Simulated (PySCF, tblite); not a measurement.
**C₅H₁₁BN₂: geometry, infrared bands and NMR shifts**

Wanted: the infrared bands and NMR shifts of C₅H₁₁BN₂ (`C#CB(N)NC(C)C`), by calculation.

Computed with tblite 0.8.0 and PySCF 2.14.0, with density-fitted response routines of our own, on a single molecule in the gas phase. Atoms count from 0, in the outputs and in this text.

### 1 The starting structure

19 atoms, charge 0, multiplicity 1; geometry from: force field or distance geometry start.

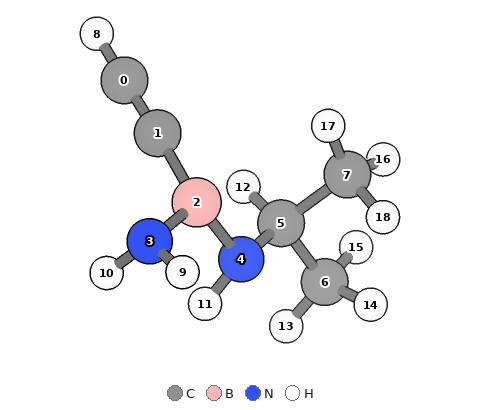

As it starts; carbon grey, boron pink, nitrogen blue, hydrogen white, atoms numbered.

### 2 Geometry optimisation with GFN2-xTB

The job: settings as JSON, then the geometry in Å.

```
{"job": {"kind": "relax", "xc": "GFN2-xTB", "basis": "xTB"}, "charge": 0, "multiplicity": 1}
C      2.296800     1.682400     1.406400
C      1.917200     0.928200     0.535800
B      1.481500    -0.076800    -0.557700
N      2.590100    -0.951400    -1.149800
N      0.158400    -0.823300    -0.327400
C     -0.847900    -0.028800     0.302300
C     -2.143000    -0.813600     0.509000
C     -1.299600     1.063800    -0.672300
H      2.600800     2.355200     2.167600
H      2.355800    -1.339400    -2.059600
H      2.811500    -1.660800    -0.403700
H      0.382200    -1.725600     0.098400
H     -0.526200     0.432200     1.272300
H     -1.986400    -1.714600     1.114100
H     -2.522100    -1.006700    -0.517900
H     -2.864900    -0.080700     0.943800
H     -2.228600     1.487900    -0.203600
H     -0.530600     1.788800    -0.894000
H     -1.654800     0.492400    -1.571000
```

On the command line:

```sh
OMP_NUM_THREADS=1 python probes_run.py task.json out
```

One launch serves the whole session: the jobs run in the order shown.

**Question.** This job is followed by: GFN2-xTB harmonic vibrations, gas phase; GIAO PBE0/pcSseg-1 NMR shielding, non-relativistic, gas phase. Predict these results of the whole session: strongest single infrared mode (GFN2-xTB); zero-point energy (GFN2-xTB); 13C shifts against TMS (PBE0/pcSseg-1, means over atoms taken as alike); 1H shifts against TMS (PBE0/pcSseg-1, means over atoms taken as alike); 11B shifts against BF3·OEt2 (PBE0/pcSseg-1); 15N shifts against NH3 (PBE0/pcSseg-1); surface potential, least and greatest.

The runs gave:

```
                                                               quantity                             value
                              strongest single infrared mode (GFN2-xTB)             1455 cm⁻¹, 419 km/mol
                                           zero-point energy (GFN2-xTB)                     99.2 kcal/mol
13C shifts against TMS (PBE0/pcSseg-1, means over atoms taken as alike)        97.4, 91.4, 49.2, 29.1 ppm
 1H shifts against TMS (PBE0/pcSseg-1, means over atoms taken as alike)  3.91, 2.24, 1.98, 1.95, 1.12 ppm
                            11B shifts against BF3·OEt2 (PBE0/pcSseg-1)                          16.9 ppm
                                 15N shifts against NH3 (PBE0/pcSseg-1)                   118.0, 68.5 ppm
                                  surface potential, least and greatest                -1.05 V and 1.57 V
```

Over 147 steps the energy fell by 2.191 eV; of the close pairs, B2–N4 changed most, 1.537 to 1.404 Å. All 51 modes are real, so the xTB geometry is a minimum. The strongest single mode, at 1455 cm⁻¹, is carried by N4, B2, H11. GFN2-xTB is a fitted tight-binding method: band positions and strengths are rough. Its intensities can rank the bands wrongly. At PBE0/pcSseg-1: Shielding is most anisotropic at C1 (span 302 ppm, paramagnetic term -161 ppm).
